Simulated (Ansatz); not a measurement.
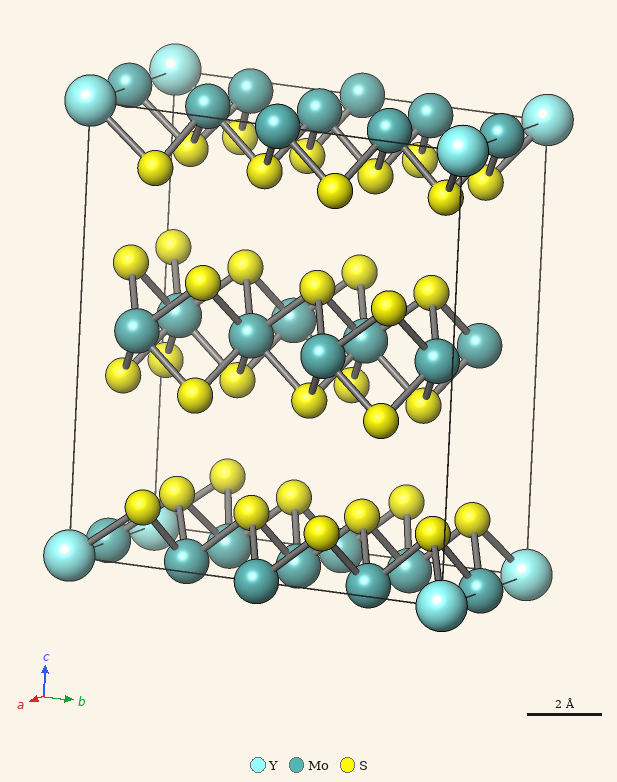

Fig. 1: The structure (ball-and-stick view of the cell of the calculation, seen slightly off an axis). An atom can appear more than once, as a periodic image.

**YMo₁₅S₃₂ (charge −1): single-point calculation (part 1 of 4)**

System: YMo₁₅S₃₂ (defect cell, 48 atoms in the cell, total charge −1).
Method: DFT PBE, scalar-relativistic, plane waves, PAW, spin-polarised (Ansatz 0.2.0).

The structure derives from an entry of the Crystallography Open Database.

## Input file
```yaml
crystal:
  lattice:
    - [6.32, -1.0e-06, 0.0]
    - [0.0, 10.94656, 0.0]
    - [-1.58, -0.912213, 12.3]
  atoms:
    - { symbol: "Y", position: [0.0003482872, 0.000561266, 0.0016387171], spin: 0.2 }
    - { symbol: Mo, position: [0.5041618696, -0.0076745346, 0.0001870799], spin: -0.17 }
    - { symbol: Mo, position: [0.2505655664, 0.2597178578, 0.0002041302] }
    - { symbol: Mo, position: [0.3752342562, 0.1251084417, 0.5006098581] }
    - { symbol: Mo, position: [0.7466483128, 0.258064859, 0.000193398], spin: -0.06 }
    - { symbol: Mo, position: [0.8749058192, 0.1251282748, 0.500553599] }
    - { symbol: Mo, position: [0.5002699807, 0.5018199783, 0.0001665411] }
    - { symbol: Mo, position: [0.6249476944, 0.3753582814, 0.5006634972] }
    - { symbol: Mo, position: [-0.0001987031, 0.5031221127, 0.000373109] }
    - { symbol: Mo, position: [0.1249999024, 0.3751019021, 0.5002813208] }
    - { symbol: Mo, position: [0.7437033063, 0.7453531248, 0.0004533441], spin: 0.1 }
    - { symbol: Mo, position: [0.8750917967, 0.6250646904, 0.5003178129] }
    - { symbol: Mo, position: [0.2579182383, 0.7448396178, 0.0005723195], spin: 0.1 }
    - { symbol: Mo, position: [0.3750395159, 0.6251349005, 0.5000853506] }
    - { symbol: Mo, position: [0.1251985906, 0.8747214463, 0.4999699047] }
    - { symbol: Mo, position: [0.6248461211, 0.874918466, 0.5000608134] }
    - { symbol: S, position: [0.0931201961, 0.0313837544, 0.3732060213] }
    - { symbol: S, position: [0.5930171089, 0.0312097805, 0.3732717907] }
    - { symbol: S, position: [0.3433631526, 0.2811537627, 0.373395303] }
    - { symbol: S, position: [0.4662935905, 0.1547306664, 0.8759909313] }
    - { symbol: S, position: [0.8423637347, 0.2812547587, 0.3734822477] }
    - { symbol: S, position: [0.9673902007, 0.1743965521, 0.8702271358], spin: 0.2 }
    - { symbol: S, position: [0.5932345151, 0.5310259622, 0.373177275] }
    - { symbol: S, position: [0.7163942577, 0.4109183027, 0.8724471097] }
    - { symbol: S, position: [0.0928358405, 0.5310484763, 0.3730290569] }
    - { symbol: S, position: [0.2188271144, 0.4119917843, 0.8722854745] }
    - { symbol: S, position: [0.8427506325, 0.7809308916, 0.3730242466] }
    - { symbol: S, position: [0.9688542162, 0.6573817556, 0.8734082229] }
    - { symbol: S, position: [0.3433245667, 0.7809001542, 0.3726813338] }
    - { symbol: S, position: [0.4682707158, 0.6520262479, 0.8710340034] }
    - { symbol: S, position: [0.2350178639, 0.8952628414, 0.8680565138], spin: 0.2 }
    - { symbol: S, position: [0.702834096, 0.8946712165, 0.8668346654], spin: 0.2 }
    - { symbol: S, position: [0.1571220988, 0.0520342432, 0.6276294208] }
    - { symbol: S, position: [0.6570900272, 0.0521724913, 0.6279233394] }
    - { symbol: S, position: [0.4069570136, 0.3024748104, 0.6279043991] }
    - { symbol: S, position: [0.5289589522, 0.1755183251, 0.1244557707] }
    - { symbol: S, position: [0.907164516, 0.3026522745, 0.6275647781] }
    - { symbol: S, position: [0.0328557483, 0.1976550736, 0.1312815754], spin: 0.2 }
    - { symbol: S, position: [0.656993348, 0.552762674, 0.6276720026] }
    - { symbol: S, position: [0.7803681567, 0.432270225, 0.128050888] }
    - { symbol: S, position: [0.1572851824, 0.5524885729, 0.6273343586] }
    - { symbol: S, position: [0.283726531, 0.4333727646, 0.1282806548] }
    - { symbol: S, position: [0.9071998121, 0.8024441173, 0.6273943698] }
    - { symbol: S, position: [0.0325179249, 0.6784635944, 0.1275965795] }
    - { symbol: S, position: [0.4070747701, 0.802300038, 0.6271355493] }
    - { symbol: S, position: [0.5334031585, 0.6731893668, 0.1298250012] }
    - { symbol: S, position: [0.3030703456, 0.9167668722, 0.1336131742], spin: 0.2 }
    - { symbol: S, position: [0.7686404628, 0.9166451338, 0.1349151889], spin: 0.2 }
magnetization:
  spin_polarized: true
total_charge: -1
basis:
  ecutwfc: 420
  fft_grid_basis: typed
kpoints:
  mp_grid: { grid: [2, 1, 1] }
hamiltonian:
  xc: pbe
  pseudopotentials: { kind: paw }
scf:
  occupations: { method: gaussian, width: 0.05 }
output:
  forces: true
  stress: false
  eigenvalues: true
  bader: true
  write_density: true
  volumetric_format: npy
  populations: true
```

Command:
```bash
ansatz run input.yaml --threads 4 --pin off --max-ram 10240MiB --backend cpu --events-out ev --progress --plain --runs-dir out
```

## Output
```
Engine: ansatz 0.2.0, aarch64-unknown-linux-gnu
Pseudopotentials: kind: paw
Pseudopotential: Y, paw, valence charge 11, recommended cutoff 420 eV (normal), Y.paw.azcp
Pseudopotential: Mo, paw, valence charge 14, recommended cutoff 420 eV (normal), Mo.paw.azcp
Pseudopotential: S, paw, valence charge 6, recommended cutoff 420 eV (normal), S.paw.azcp
Functional definition: PBE
  parameter kappa = 0.804
  parameter beta = 0.06672455060314922
  exchange = pbe_x(kappa = kappa, mu = beta*pi^2/3)
  correlation = pbe_c(beta = beta)
Crystal: 48 atoms, lattice volume = 850.942 Å³
Basis set: ecut = 420 eV, 16681 PW (Γ), exchange–correlation on 90×150×180 points (8 copies of the dense FFT grid, shifted against one another)
Bands: 256, of which v1, the nominal top of the filled ones, is band 207 counted from 1 (206 counted from 0)
Symmetry: 1 space group operations
Space group: P1 (ITA 1), of the structure as read, at distance tolerance 9.5e-5 Å
Magnetic group: BNS 1.1 (UNI 1), of the structure as read, at distance tolerance 9.5e-5 Å
k-points: 2
Non-local potential: Y, projectors of the file, l = 0: 3, l = 1: 2, l = 2: 2, l = 3: 1
Non-local potential: Mo, projectors of the file, l = 0: 3, l = 1: 2, l = 2: 2, l = 3: 1
Non-local potential: S, projectors of the file, l = 0: 2, l = 1: 2, l = 2: 2
PAW form: soft (Blöchl's): semilocal exchange-correlation on the pseudo side does not see the compensation charge
PAW one-centre angular grid: Y, 590 points (default); XC on 64 Gauss nodes
PAW one-centre angular grid: Mo, 590 points (default); XC on 64 Gauss nodes
PAW one-centre angular grid: S, 110 points (default); XC on 64 Gauss nodes
Starting moments: Σ|m| = 1.83 μB on 11 of 48 sites
Initial wavefunctions: pseudopotential atomic-orbital guess
Functional: x = pbe(κ = 0.804, μ = 0.2195149727645171), c = pbe(β = 0.06672455060314922)
```
